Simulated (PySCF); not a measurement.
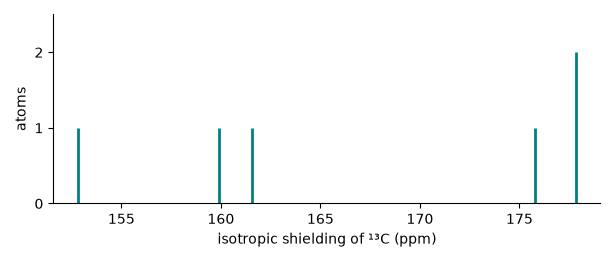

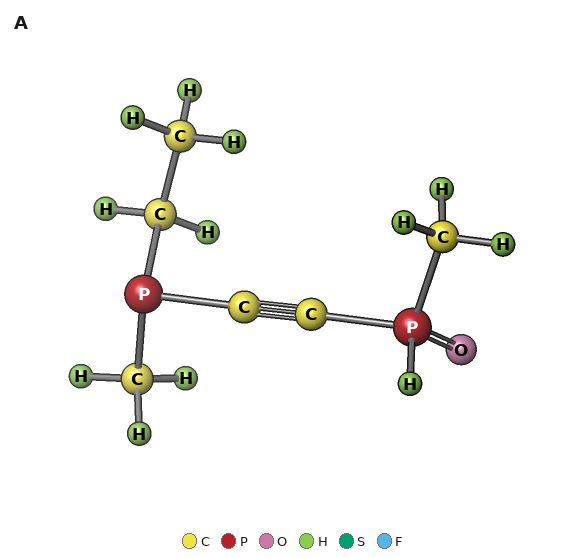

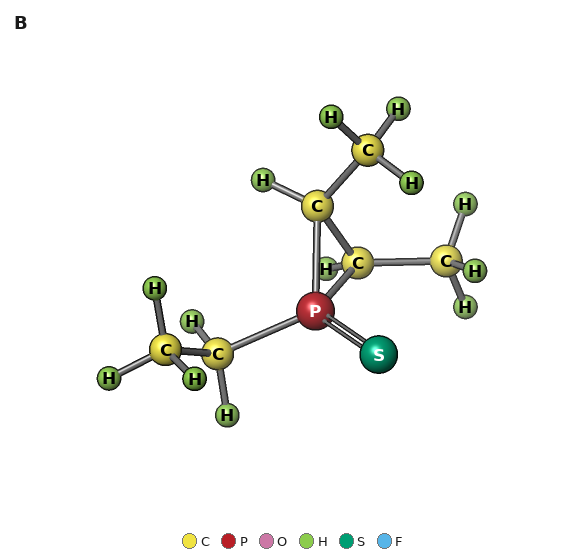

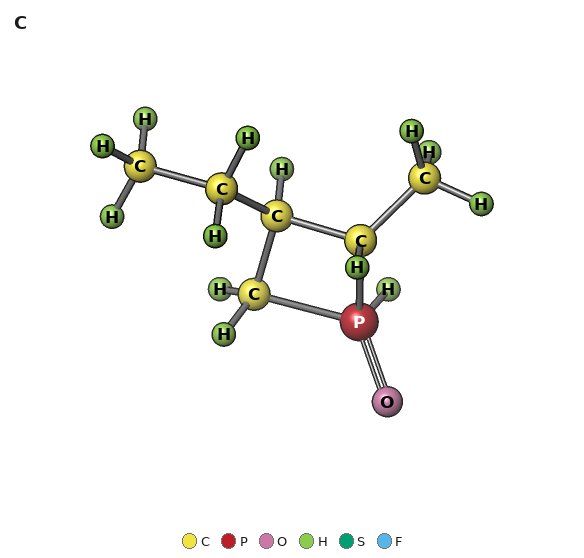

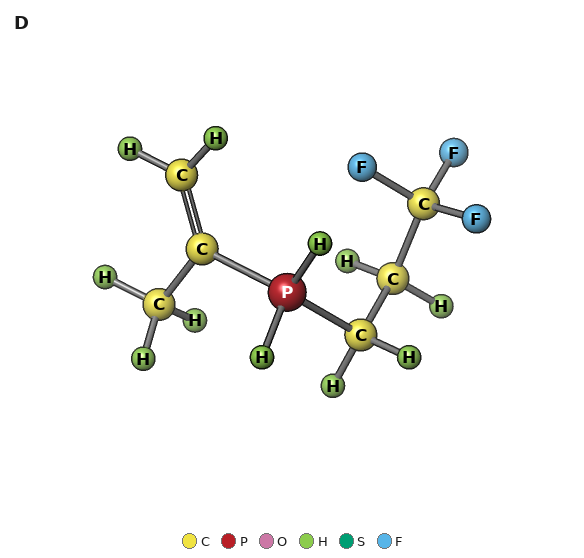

The sticks are computed shieldings of one of the molecules, for one fixed geometry (GFN2-xTB) without averaging over rotations. Low shielding means a high chemical shift. Method: GIAO PBE0/pcSseg-1 NMR shielding, non-relativistic, gas phase (PySCF 2.14.0).

> Match the spectrum to a structure.

B, `CC[P@@]1(=S)[C@H](C)[C@@H]1C`. Its 6 C atoms give lines at 152.8, 159.9, 161.6, 175.8, 177.8 (2 atoms) ppm.

The geometry is semi-empirical. Around P such bond lengths and angles can be off by a tenth of an ångström or more and by several degrees, and values that hang on the shape move with them.
